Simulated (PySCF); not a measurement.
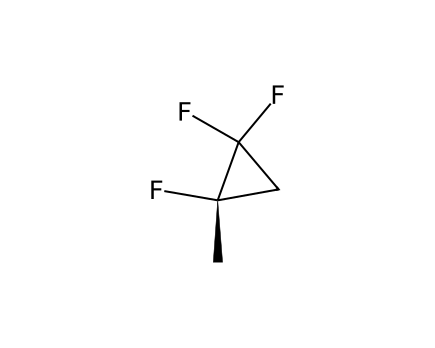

2D structure.

Write the SMILES.

C[C@]1(F)CC1(F)F

Give the formula, hydrogens included.

C4H5F3.

An optimisation with PBE0-D3(BJ)/def2-SVP gave a structure of which point group?

C1.

More results for the same structure follow; atom numbers are the same in all pictures, views and colours differ. Computed geometry: PBE0-D3(BJ)/def2-SVP optimisation. No frequency run is at hand to confirm it as a minimum.

**Geometry**

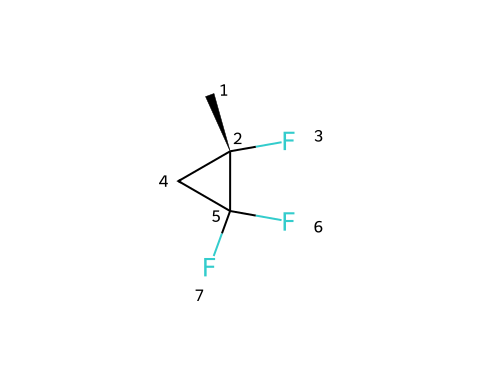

Skeletal drawing with numbered atoms; wedges and dashes mark any stereocentres. The configuration is that of a computed structure (PBE0-D3(BJ)/def2-SVP).

What are the Cahn–Ingold–Prelog descriptors?

C2: S.

**Levels of theory compared**

No frequency run is at hand to confirm it as a minimum. Program: PySCF 2.14.0.

At this fixed geometry, give dipole (D), HOMO–LUMO gap (eV) at these levels: BHandHLYP/aug-pcX-1 (pcseg-1 on H); PBE0/def2-SVPD; PBE0/def2-SVPD in cyclohexane (IEF-PCM); PBE0/pcSseg-1 in cyclohexane (IEF-PCM).

```csv
level,dipole (D),HOMO–LUMO gap (eV)
BHandHLYP/aug-pcX-1 (pcseg-1 on H),2.60,10.24
PBE0/def2-SVPD,2.51,8.89
PBE0/def2-SVPD in cyclohexane (IEF-PCM),2.76,8.94
PBE0/pcSseg-1 in cyclohexane (IEF-PCM),2.57,9.58
```

**Bond orders**

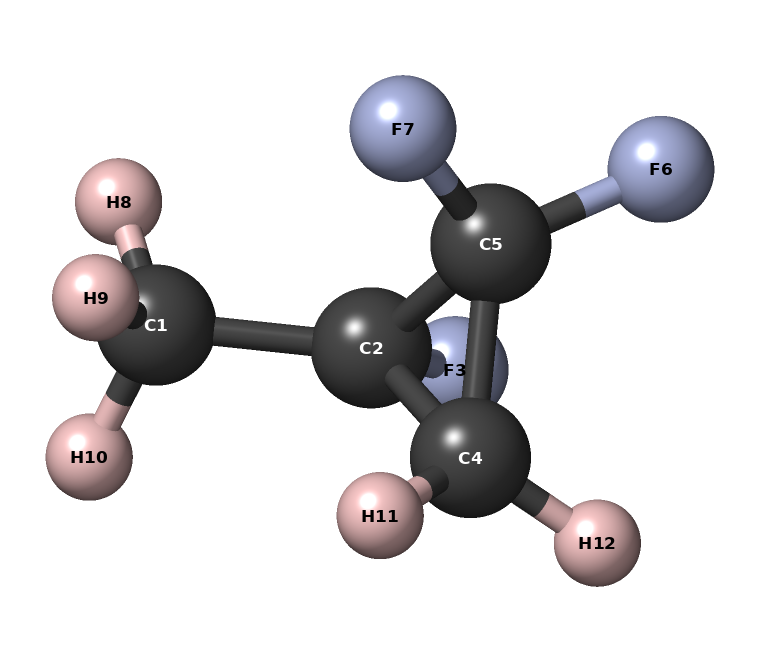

Every bond is drawn as one stick. No frequency run is at hand to confirm it as a minimum. Method: PBE0/pcSseg-1 in cyclohexane (IEF-PCM) (PySCF 2.14.0).

List the Mayer bond orders of C1–C2, C1–H8, C1–H9, C1–H10, C2–F3, C2–C4, C2–C5, C4–C5, C4–H11, C4–H12, C5–F6, C5–F7.

| bond | Mayer order | length (Å) |
| --- | --- | --- |
| C1–C2 | 1.03 | 1.494 |
| C1–H8 | 0.95 | 1.100 |
| C1–H9 | 0.95 | 1.098 |
| C1–H10 | 0.95 | 1.100 |
| C2–F3 | 0.92 | 1.358 |
| C2–C4 | 0.86 | 1.524 |
| C2–C5 | 0.89 | 1.486 |
| C4–C5 | 0.96 | 1.485 |
| C4–H11 | 0.93 | 1.093 |
| C4–H12 | 0.92 | 1.093 |
| C5–F6 | 0.99 | 1.332 |
| C5–F7 | 0.97 | 1.339 |

**Charges**

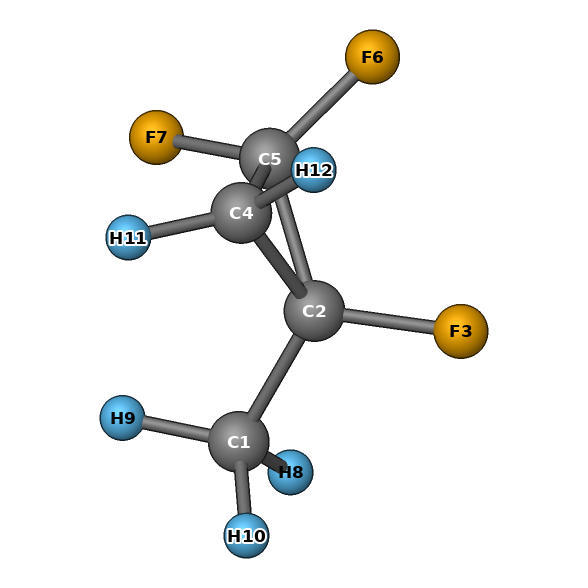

The questions are on Mulliken charges. No frequency run is at hand to confirm it as a minimum. Properties computed with PBE0/pcSseg-1 in cyclohexane (IEF-PCM) (PySCF 2.14.0).

Which atom carries the highest charge (most positive or least negative)?

C5 (0.52 e).

And the lowest?

F3 (−0.30 e).

List the Mulliken charges.

```tsv
atom	value (e)
C1	−0.22
C2	0.04
F3	−0.30
C4	−0.24
C5	0.52
F6	−0.27
F7	−0.28
H8	0.14
H9	0.13
H10	0.14
H11	0.16
H12	0.17
```

Mulliken values depend strongly on the basis set and can even reverse the polarity of a bond.
